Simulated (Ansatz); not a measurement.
## Electronic structure of C5H8InP (In(phosphinine)H3) in real space

The calculation's input:

```
crystal:
  periodic: [false, false, false]
  atoms:
    - {symbol: In, position_ang: [1.152885, 1.899715, -2.668606]}
    - {symbol: P, position_ang: [0.222325, 0.366761, -0.518328]}
    - {symbol: C, position_ang: [-1.293779, 0.473233, 0.296942]}
    - {symbol: C, position_ang: [-1.647702, -0.347877, 1.363183]}
    - {symbol: C, position_ang: [-0.814228, -1.340597, 1.882309]}
    - {symbol: C, position_ang: [0.461080, -1.605526, 1.379261]}
    - {symbol: C, position_ang: [1.027290, -0.910974, 0.314697]}
    - {symbol: H, position_ang: [-2.000522, 1.231772, -0.052773]}
    - {symbol: H, position_ang: [-2.631969, -0.207967, 1.821028]}
    - {symbol: H, position_ang: [-1.176617, -1.937456, 2.723145]}
    - {symbol: H, position_ang: [1.046741, -2.401951, 1.849042]}
    - {symbol: H, position_ang: [2.034471, -1.174388, -0.021982]}
    - {symbol: H, position_ang: [2.825742, 1.756683, -2.213469]}
    - {symbol: H, position_ang: [0.258066, 3.322605, -2.221905]}
    - {symbol: H, position_ang: [0.536205, 0.875967, -3.932545]}
basis:
  gaussian: {orbitals: def2-TZVP, initial_orbitals: start.molden}
hamiltonian: {xc: pbe0, dispersion: d4}
scf: {omitted_lower_state_checks: [starts]}
output: {orbitals: {seedname: orbitals}}
```

Launched as:

```sh
ansatz run in.yaml --threads 4 --pin off --events-out ev --progress --plain --max-ram 8704MiB
```

Geometry: PBE0-D4/def2-SVP; core potentials replace the inner electrons of In.

Level of theory: RKS PBE0-D4/def2-TZVP in Ansatz.

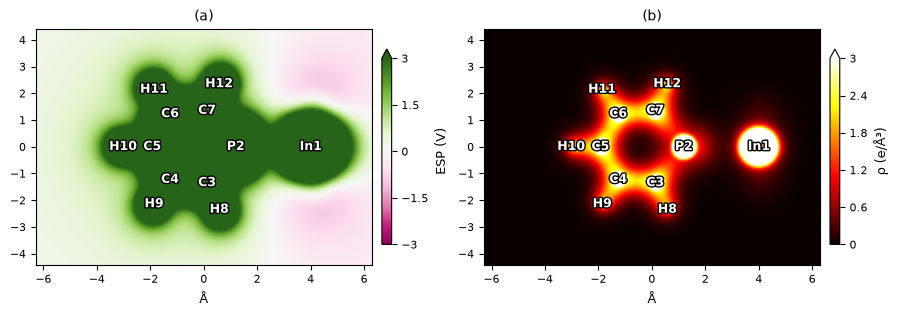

Figure 1. (a) molecular electrostatic potential; (b) electron density on the plane of atoms C4, C3 and H8.

Q: Read the bonding off the picture.

A: Atoms in the plane: In, P, C and H. C–C (1.39 Å): ρ is about 2.1 e/Å³ halfway. C–P (1.72 Å): ρ is about 1.3 e/Å³ halfway. In–P (2.80 Å): the density is about 0.27 e/Å³ at the midpoint. C–H (1.09 Å): the density is about 2 e/Å³ at the midpoint. Outside the dense part of the molecule the potential is most negative (−0.9 V) near H13, which lies off the plane.

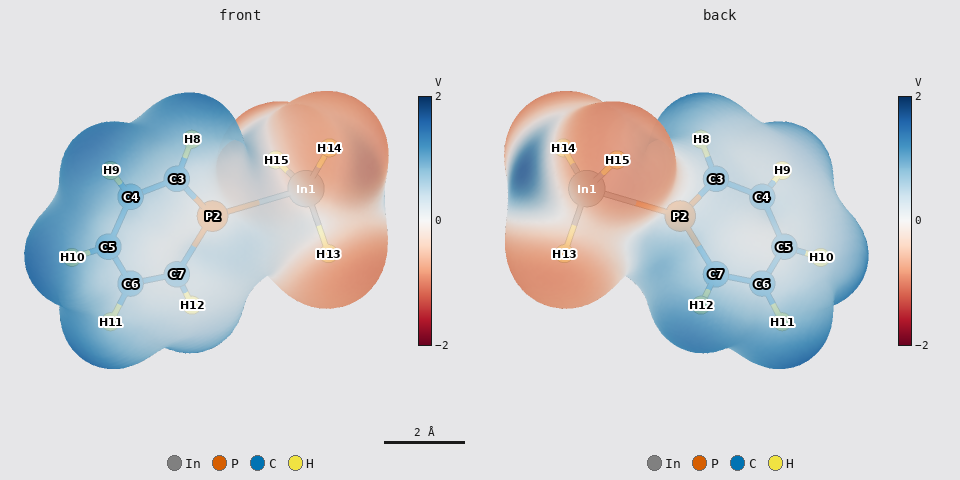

Figure 2. The molecular electrostatic potential painted on the density surface at 0.002 e/bohr³, seen from the front and from behind; the colour scale runs from red (negative) to blue (positive).

Q: Which sites attract a positive test charge, and which a negative one?

A: A positive charge is drawn to the negative regions and a negative charge to the positive ones. The most negative region (about −0.9 V, or −21 kcal/mol for a unit charge) lies over H13, H14 and H15, the most positive (about +1.5 V, or +35 kcal/mol for a unit charge) over In1, H9, H10 and H11.

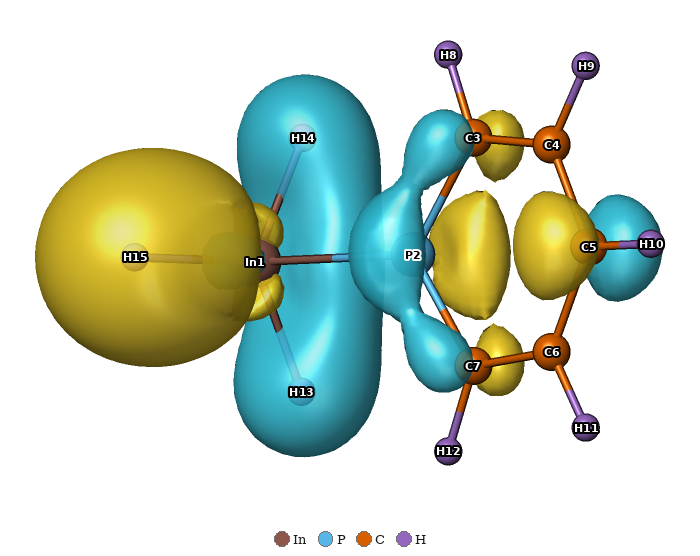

Figure 3. The HOMO at ±0.1 Å⁻³ᐟ² (yellow and cyan are the two phases), seen at an oblique angle.

Q: Where does this orbital lie, and at what energy?

A: Its weight (Hirshfeld) is mainly on H15 (about 30 %), In1 (about 30 %), H13 (about 10 %) and H14 (about 10 %). Its energy is −7.30 eV.
